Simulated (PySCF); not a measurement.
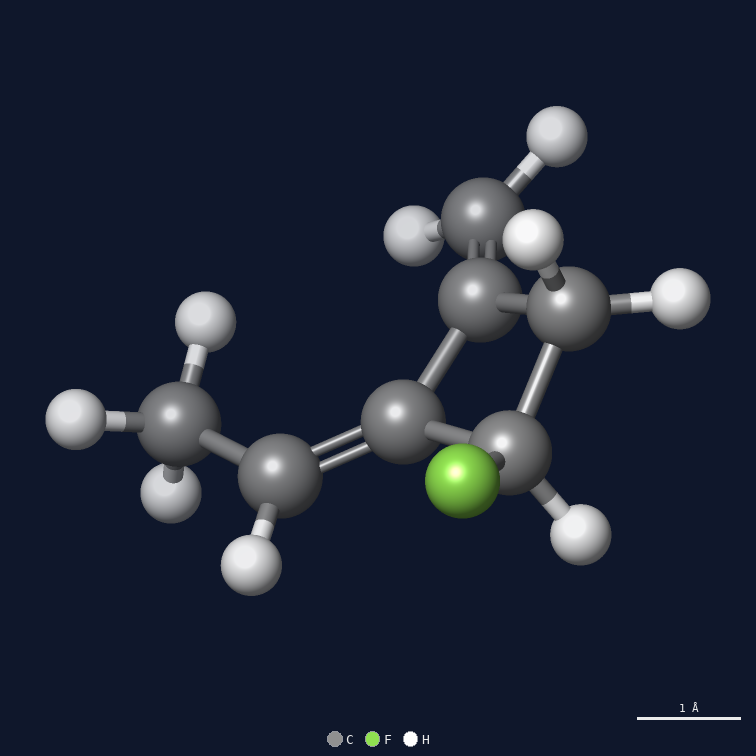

Double and triple bonds are drawn as two and three sticks.

The computed structure is the end point of a PBE0-D3(BJ)/def2-SVP optimisation. No frequency run is at hand to confirm it as a minimum.

What does the picture show?

Formula C7H9F. SMILES: `C=C1C[C@@H](F)/C1=C/C`. Independent rings (smallest set): 1 of 4 members. Among its groups: alkene, C–F bond. This geometry has C1 symmetry. Coordination, clear cases only: 2 C trigonal planar; 1 C tetrahedral.

The parts below concern this one geometry. Atoms keep their numbers from picture to picture.

**Shape**

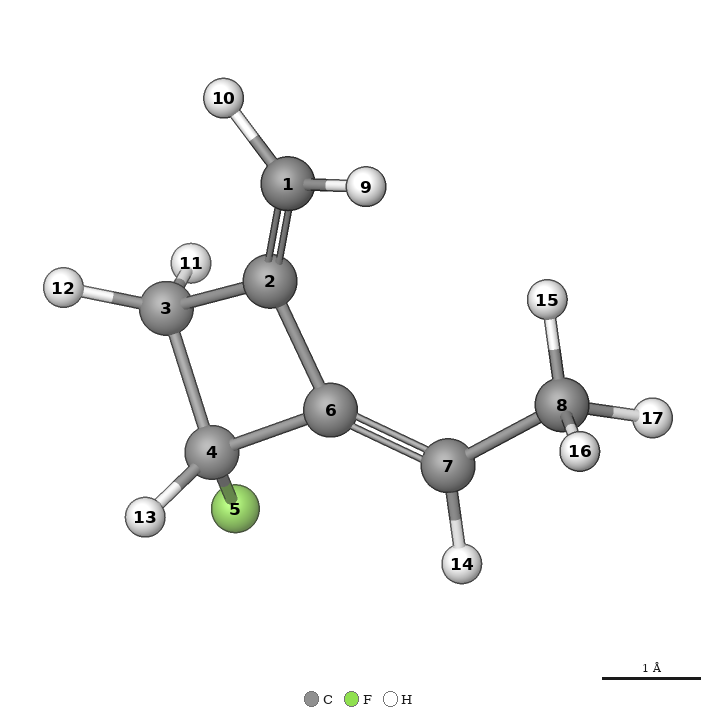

Numbered structure. No frequency run is at hand to confirm it as a minimum.

What are the angles C1–C2–C3, C2–C1–H9, C2–C1–H10, C2–C3–H11, C2–C3–H12, C2–C6–C4, C2–C6–C7, C3–C2–C6, C3–C4–F5, C4–C6–C7, F5–C4–C6, C7–C8–H15?

```
    angle  degrees
 C1–C2–C3    133.2
 C2–C1–H9    121.7
C2–C1–H10    120.9
C2–C3–H11    112.0
C2–C3–H12    118.3
 C2–C6–C4     90.4
 C2–C6–C7    137.0
 C3–C2–C6     90.7
 C3–C4–F5    116.7
 C4–C6–C7    131.7
 F5–C4–C6    116.6
C7–C8–H15    111.9
```

**Bond orders**

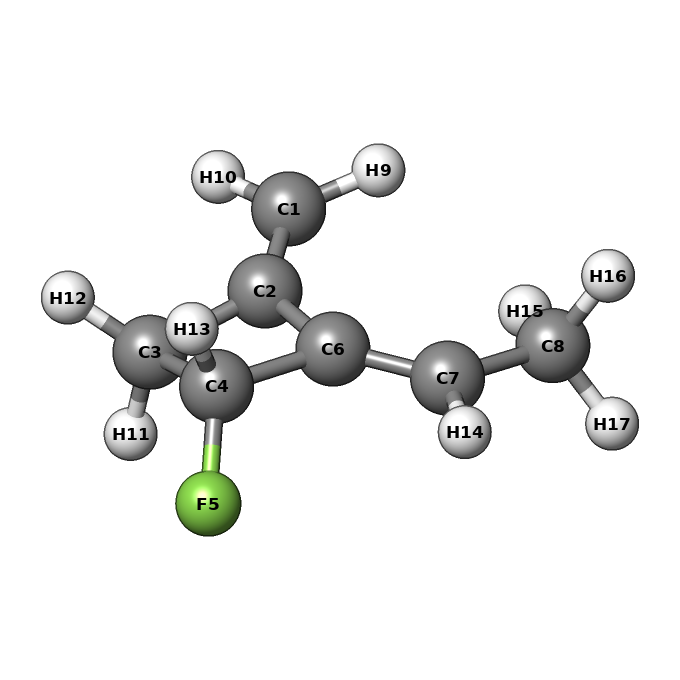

Every bond is drawn as one stick. No frequency run is at hand to confirm it as a minimum. Method: PBE0/pcSseg-1 in acetone (IEF-PCM) (PySCF 2.14.0).

**Which bond between heavy atoms has the highest Mayer bond order?**

C1–C2, 1.96, at a length of 1.337 Å.

**Which bond between heavy atoms has the lowest Mayer bond order?**

C4–F5, 0.88, at 1.366 Å.

List the Mayer bond orders of C1–C2, C2–C3, C2–C6, C3–C4, C4–F5, C4–C6, C6–C7, C7–C8 (bonds between heavy atoms, one of each equivalent set).

| bond | Mayer order | length (Å) |
| --- | --- | --- |
| C1–C2 | 1.96 | 1.337 |
| C2–C3 | 1.05 | 1.520 |
| C2–C6 | 0.99 | 1.475 |
| C3–C4 | 1.04 | 1.543 |
| C4–F5 | 0.88 | 1.366 |
| C4–C6 | 1.02 | 1.513 |
| C6–C7 | 1.79 | 1.339 |
| C7–C8 | 1.09 | 1.489 |

**Ring current**

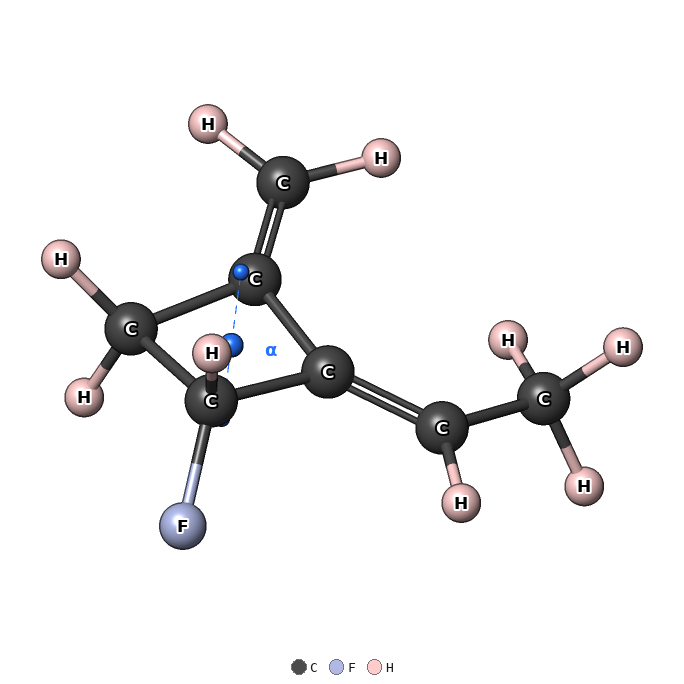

The small points mark where nucleus-independent chemical shifts (NICS) were computed: at the centre of each lettered ring and 1 Å above and below it. No frequency run is at hand to confirm it as a minimum. Properties computed with GIAO PBE0/pcSseg-1 NMR shielding, non-relativistic, IEF-PCM acetone (PySCF 2.14.0).

Give NICS(0), NICS(1) and the out-of-plane component NICS(1)zz for each ring (means of the two sides).

| ring | members | NICS(0) | NICS(1) | NICS(1)zz |
| --- | --- | --- | --- | --- |
| α | C4 | 0.1 | −2.9 | 0.4 |

Values in ppm.

**Electronic properties**

No frequency run is at hand to confirm it as a minimum. Method: B3LYP/def2-SVPD in methanol (IEF-PCM) (PySCF 2.14.0). Excitations: vertical, linear response.

Computed properties:

- dipole moment: 2.01 D
- HOMO energy (Kohn–Sham orbital): −6.41 eV
- LUMO energy (Kohn–Sham orbital): −1.33 eV
- HOMO–LUMO gap: 5.08 eV
- mean static polarisability: 122.3 bohr³
- lowest vertical singlet excitation: 4.91 eV
- its oscillator strength: 0.383

**Charges**

The questions are on IAO charges. No frequency run is at hand to confirm it as a minimum. Method: PBE0/pcSseg-1 in acetone (IEF-PCM) (PySCF 2.14.0).

Give the IAO charges atom by atom.

```json
{"atom": "C1", "value (e)": "−0.34"}
{"atom": "C2", "value (e)": "0.00"}
{"atom": "C3", "value (e)": "−0.29"}
{"atom": "C4", "value (e)": "0.17"}
{"atom": "F5", "value (e)": "−0.33"}
{"atom": "C6", "value (e)": "−0.06"}
{"atom": "C7", "value (e)": "−0.13"}
{"atom": "C8", "value (e)": "−0.42"}
{"atom": "H9", "value (e)": "0.16"}
{"atom": "H10", "value (e)": "0.16"}
{"atom": "H11", "value (e)": "0.16"}
{"atom": "H12", "value (e)": "0.15"}
{"atom": "H13", "value (e)": "0.15"}
{"atom": "H14", "value (e)": "0.16"}
{"atom": "H15", "value (e)": "0.15"}
{"atom": "H16", "value (e)": "0.16"}
{"atom": "H17", "value (e)": "0.16"}
```
